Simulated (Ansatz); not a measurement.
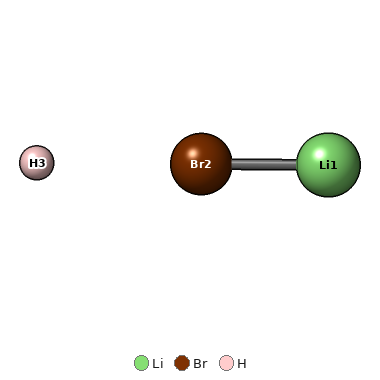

The system is Li + BrH, spin multiplicity 2; the picture shows the reference structure. 
- First axis: distance Li1–Br2. Second axis: distance Br2–H3.
- Nothing is relaxed (the angle Li1–Br2–H3 is fixed at 180 degrees).
- The grid has 17 × 17 points.
- All energies are given in kJ/mol relative to the lowest grid point.
- Level of theory: UKS PBE-D4/def2-TZVPD (Ansatz).

Its coordinates:

```
atom    x (Å)   y (Å)   z (Å)
  Li  -2.1660  0.0000  0.0000
  Br   0.0000  0.0000  0.0000
   H   2.8080  0.0000  0.0000
```

Range: distance Li1–Br2 from 1.984 to 3.584 Å; distance Br2–H3 from 1.208 to 2.808 Å.

### What landscape does the calculation give?

The lowest grid point is at distance Li1–Br2 = 2.166 Å, distance Br2–H3 = 2.808 Å. It lies in a valley that leaves the map towards separated partners. A higher local minimum lies near distance Li1–Br2 = 3.205 Å, distance Br2–H3 = 1.472 Å (12 kJ/mol above the lowest at that grid point). The highest grid point, distance Li1–Br2 = 1.984 Å, distance Br2–H3 = 1.208 Å, lies 216 kJ/mol above the lowest. On the interpolated surface the lowest path from the side where the first distance is long, about distance Li1–Br2 = 3.45 Å, distance Br2–H3 = 1.46 Å, to the side where the second distance is long, about distance Li1–Br2 = 2.19 Å, distance Br2–H3 = 2.81 Å, has its top at about distance Li1–Br2 = 2.37 Å, distance Br2–H3 = 1.77 Å, about 7.7 kJ/mol above the start and 21 kJ/mol above the end.

```tsv
distance Br2–H3 ↓, distance Li1–Br2 →	2.028	2.166	2.337	2.530	2.741	2.967	3.205	3.455
2.808	10	0	6	27	56	88	120	152
2.553	13	2	8	28	56	87	118	148
2.309	18	6	11	29	55	84	111	136
2.076	27	13	15	30	51	73	93	112
1.858	42	24	20	27	39	53	64	76
1.655	58	34	21	19	22	26	30	36
1.472	78	49	30	20	16	14	12	13
1.315	125	95	73	59	51	45	40	38
1.208	203	172	150	135	126	119	112	110
```

The table holds every second grid line.

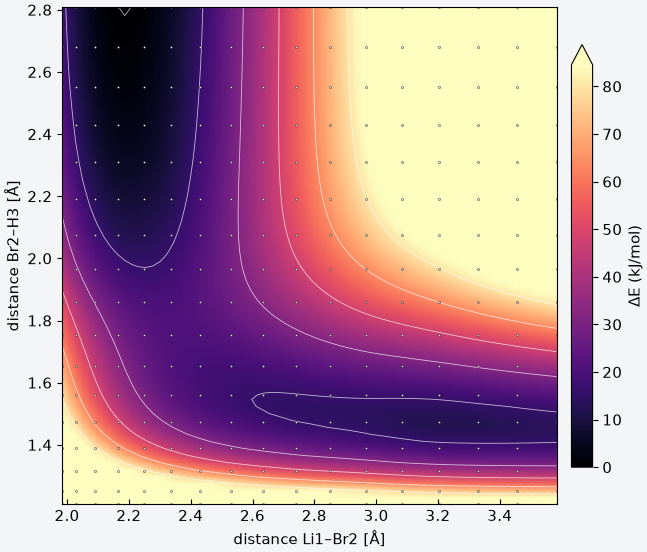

In the figure: a smooth colour map with a few white contour lines, dots at the grid points, one colour for all values above the top of the scale. Between grid points the surface is interpolated.

Time for the 289 points that were run: 20 min on 1 thread of Arm Neoverse V2, on a shared host.
